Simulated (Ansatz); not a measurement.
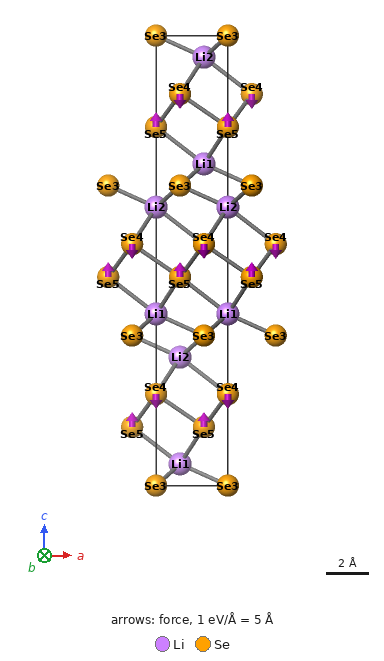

Starting geometry of a crystal of Li₂Se₃ (built on the tetradymite_166 type) with the computed forces as purple arrows. Style: ball-and-stick. Shown: the conventional cell (3 times the calculation's cell), along the b axis. Lengths and directions refer to the drawn axes.

Case: tetradymite type (R-3m, No. 166).

Theory: Ansatz, DFT PBE, scalar-relativistic, plane waves, PAW.

Input file:
```yaml
crystal:
  lattice:
    - [1.9843879267, 1.1456869037, 7.1811103861]
    - [-1.9843879267, 1.1456869037, 7.1811103861]
    - [0.0, -2.2913738073, 7.1811103861]
  atoms:
    - { symbol: Li, position: [0.3814320904, 0.3814320904, 0.3814320904] }
    - { symbol: Li, position: [0.6185679096, 0.6185679096, 0.6185679096] }
    - { symbol: Se, position: [0.0, 0.0, 0.0] }
    - { symbol: Se, position: [0.2030955726, 0.2030955726, 0.2030955726] }
    - { symbol: Se, position: [0.7969044274, 0.7969044274, 0.7969044274] }
basis:
  ecutwfc: 420
kpoints:
  mp_grid: { grid: [12, 12, 12] }
hamiltonian:
  xc: pbe
scf:
  occupations: { method: gaussian, width: 0.1 }
output:
  forces: true
  stress: true
  eigenvalues: true
relax:
  adjacent_minimum: "off"
  f_tol: 0.01
  max_steps: 80
  cell: { stress_tol: 0.05 }
```

Launched with:
```bash
ansatz run input.yaml --threads 1 --pin off --max-ram 2560MiB --backend cpu --events-out ev --progress --plain --runs-dir out
```

**What follows when this structure is relaxed?**

It isn't relaxed: the largest force vector, on Se atoms, is 0.14 eV/Å. The final displacements follow the starting forces only in part (cosine between the two patterns 0.75). After 15 accepted moves (17 points after the start) the energy has fallen by 0.645 eV per cell of the calculation. The largest force component goes from 0.14 to 0.00058 eV/Å. The pressure goes from 0.05 to 0.00 GPa. At 2 points the geometry stayed and the basis and grid were re-selected for the new cell (energy shift of 7.5 meV per cell of the calculation at most each time). The largest moves relative to the cell, 0.62 Å, are those of Se4 and Se5. Se4 goes along −c. By element the largest moves are Se 0.62 Å, Li 0.55 Å. The drawn cell changes as follows: a = b 3.969 → 4.266 Å (+7.5 %), c 21.543 → 26.480 Å (+22.9 %); the volume changes by +42.0 %. Some distances before and after: Li1–Se5 2.895 → 4.158 Å, Se4–Se5 2.777 → 2.557 Å, Li1–Se3 2.515 → 2.566 Å. Bonds break: Li1–Se5 (2.90 → 4.16 Å), Li2–Se4 (2.90 → 4.16 Å). Among the angles between lasting bonds that change: Se5–Se4–Se5 91.2° → 113.0°, Li1–Se3–Li2 75.8° → 67.5°, Se3–Li1–Se3 104.2° → 112.5°. The space group stays R-3m (No. 166).
